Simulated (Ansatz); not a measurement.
# B2BrH3Si: what the fields show

```xyz
7

Br   -1.7202   -2.1825    1.1075
B    -0.1931   -1.3289    0.5046
B     0.9819   -0.4839   -0.0267
Si   -0.0585    1.0429   -0.3717
H     2.1603   -0.5882   -0.2152
H    -1.5245    1.1252   -0.1186
H     0.4155    2.3473   -0.9257
```

Theory: UKS B3LYP/def2-SVP (Ansatz 0.2.0).

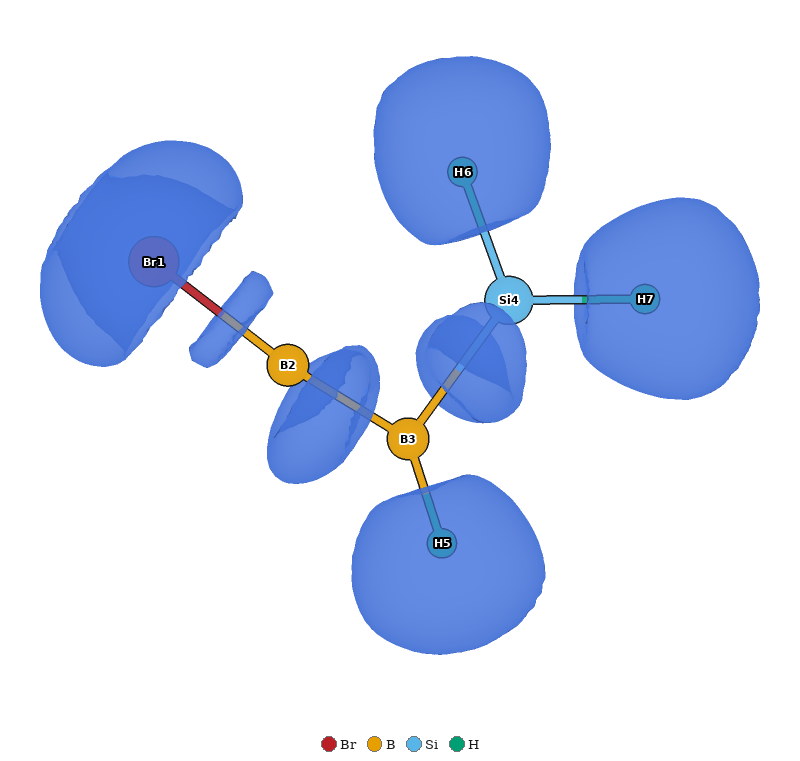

Figure 1. Isosurface of the ELF at 0.8 (blue), seen across its widest extent. Only the valence region is drawn (cores and ρ < 0.01 e/Å³ removed).

Q: Describe the localisation domains.

A: At this value the surface marks out one region between bonded B–B atoms (shared pairs), one region between bonded B–Br atoms (shared pairs), one region between bonded B–Si atoms (shared pairs), three regions around hydrogen nuclei and one ring or bowl of non-bonding electrons around Br.


B–B (1.54 Å): the ELF peaks at about 0.95 between the atoms: localised, covalent bonding. B–Br (1.85 Å): the ELF peaks at about 0.90 between the atoms (a short, strongly polar bond).

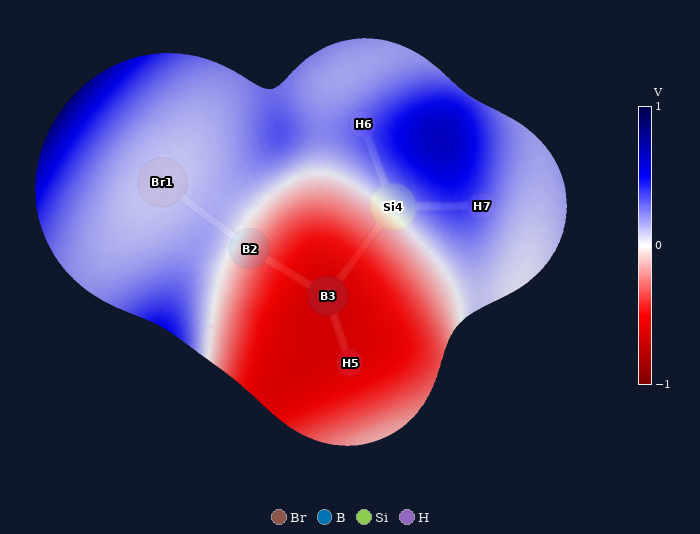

Figure 2. The molecular electrostatic potential painted on the density surface at 0.001 e/bohr³, seen across its widest extent; the colour scale runs from red (negative) to blue (positive).

Q: Describe the electrostatic potential map.

A: The most negative region (about −0.6 V) lies over H5, the most positive (about +0.9 V) over Br1. Br1 shows a σ-hole: about +0.9 V at the tip opposite its bond, against about +0.2 V on its flanks.

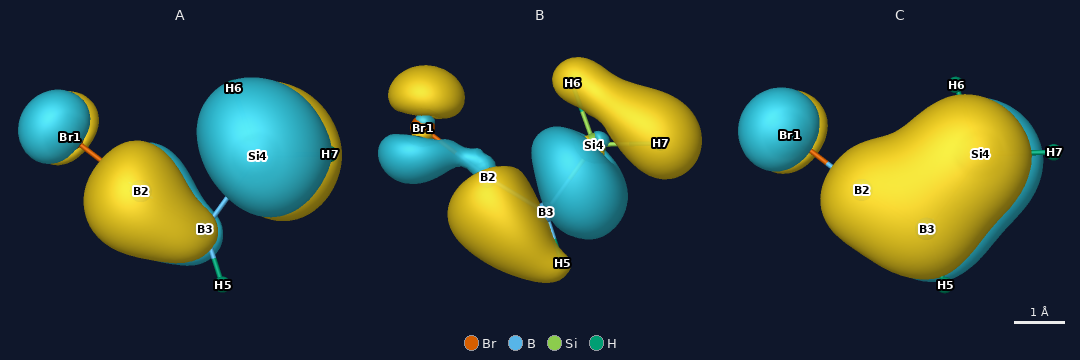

Figure 3. Three frontier orbitals at ±0.08 Å⁻³ᐟ² (yellow and cyan are the two phases), in no order.

Q: Order the three orbitals by energy and name them.

A: B is the HOMO−1 (−8.02 eV). It lies mainly on B3 (about 30 %), Si4 (about 30 %), B2 (about 20 %), Br1 (about 10 %) and H7 (about 10 %); it is symmetric in the molecular plane (an in-plane orbital: σ, lone-pair or in-plane π type). C is the HOMO (−6.04 eV). Its weight (Hirshfeld) is mainly on Si4 (about 35 %), B3 (about 30 %), B2 (about 20 %) and Br1 (about 10 %); it changes sign across the molecular plane (π type); π-bonding across B2–B3 and B3–Si4; π-antibonding (a node) across Br1–B2. A is the LUMO (−2.26 eV). By Hirshfeld shares it lies mainly on Si4 (about 50 %), B2 (about 25 %), B3 (about 10 %) and Br1 (about 10 %); it changes sign across the molecular plane (π type); π-bonding across B2–B3; π-antibonding (a node) across Br1–B2.

Q: What is the HOMO–LUMO gap?

A: 3.78 eV between the orbital energies.

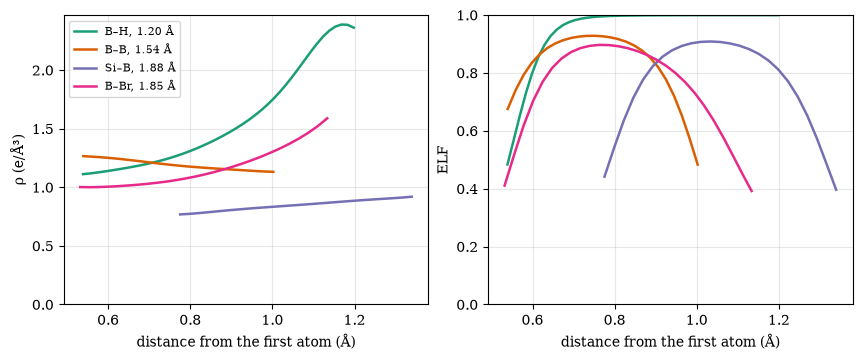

Figure 4. Electron density and electron localisation function along straight lines between neighbouring atoms. The curves leave out the atomic cores.

Q: What can be read from the curves?

A: B–H (1.20 Å): ρ at the midpoint is about 1.1 e/Å³; the ELF climbs to about 1 towards the hydrogen, as it does in any bond to H (an ordinary covalent bond to hydrogen).
B–B (1.54 Å): the density is about 1.2 e/Å³ at the midpoint; the ELF peaks at about 0.95 between the atoms, as expected for localised, covalent bonding.
Si–B (1.88 Å): the density is about 0.82 e/Å³ at the midpoint; the ELF peaks at about 0.90 between the atoms (a covalent bond).
B–Br (1.85 Å): ρ at the midpoint is about 1.2 e/Å³, with its minimum of 1 e/Å³ about 0.6 Å from B; the ELF peaks at about 0.90 between the atoms, as expected for a polar covalent bond.
